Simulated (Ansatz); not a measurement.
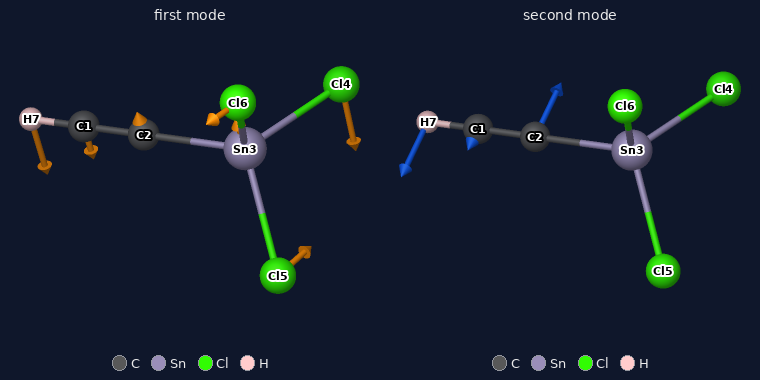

The system is C₂HCl₃Sn, SMILES C#[C][Sn]([Cl])([Cl])[Cl]; the picture shows the reference structure; its two panels give the patterns of the first and the second mode as arrows. 
- First axis: normal mode 4 (112 cm⁻¹). Second axis: normal mode 6 (261 cm⁻¹).
- Nothing is relaxed (straight displacements along the two mass-weighted modes).
- The scan uses a 9 × 9 grid.
- Points are written as (first, second).
- All energies are given in eV relative to the lowest grid point.
- Theory: Ansatz, RKS PBE0-D4/def2-SVP.

Its coordinates:

```xyz
7

C     1.6379   -1.4130    0.6326
C     0.7557   -0.6522    0.2870
Sn   -0.7395    0.6351   -0.2999
Cl   -2.5714   -0.5423   -1.1010
Cl    0.0041    2.0472   -1.9842
Cl   -1.4454    1.9445    1.4810
H     2.4198   -2.0872    0.9389
```

Range: normal mode 4 (112 cm⁻¹) from −3.62 to 3.62 amu½·Å; normal mode 6 (261 cm⁻¹) from −1.55 to 1.55 amu½·Å.

### What landscape does the calculation give?

The lowest grid point is at (0.00 amu½·Å, 0.00 amu½·Å). No other kind of well shows on this grid. The highest grid point, (−3.62 amu½·Å, −1.55 amu½·Å), lies 1.47 eV above the lowest.

| normal mode 6 (261 cm⁻¹) ↓, normal mode 4 (112 cm⁻¹) → | −3.62 | −2.72 | −1.81 | −0.91 | 0.00 | 0.91 | 1.81 | 2.72 | 3.62 |
| --- | --- | --- | --- | --- | --- | --- | --- | --- | --- |
| 1.55 | 1.06 | 0.86 | 0.73 | 0.67 | 0.68 | 0.75 | 0.89 | 1.13 | 1.45 |
| 1.16 | 0.70 | 0.50 | 0.38 | 0.31 | 0.30 | 0.35 | 0.46 | 0.65 | 0.94 |
| 0.77 | 0.49 | 0.30 | 0.19 | 0.12 | 0.10 | 0.13 | 0.22 | 0.37 | 0.61 |
| 0.39 | 0.39 | 0.21 | 0.10 | 0.04 | 0.02 | 0.04 | 0.11 | 0.24 | 0.45 |
| 0.00 | 0.37 | 0.19 | 0.08 | 0.02 | 0.00 | 0.02 | 0.08 | 0.20 | 0.39 |
| −0.39 | 0.44 | 0.24 | 0.11 | 0.04 | 0.02 | 0.04 | 0.10 | 0.22 | 0.41 |
| −0.77 | 0.61 | 0.38 | 0.22 | 0.13 | 0.10 | 0.12 | 0.18 | 0.31 | 0.50 |
| −1.16 | 0.94 | 0.66 | 0.47 | 0.35 | 0.30 | 0.30 | 0.37 | 0.50 | 0.71 |
| −1.55 | 1.47 | 1.13 | 0.90 | 0.74 | 0.66 | 0.65 | 0.71 | 0.84 | 1.06 |

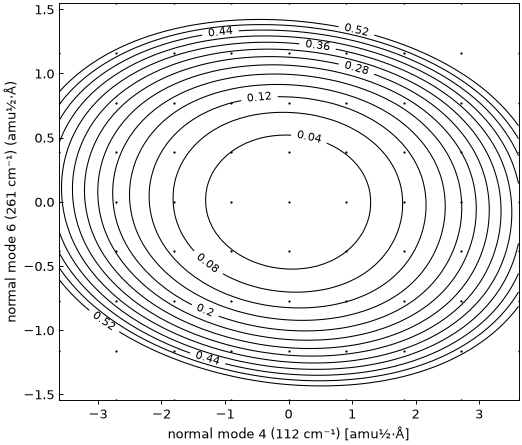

Drawn: contour lines labelled in eV (none above 0.52), dots at the grid points. Between grid points the surface is interpolated.

The whole map (81 points run) took 7.9 min on 1 thread of Intel(R) Xeon(R) 6975P-C (Granite Rapids), on a shared host.
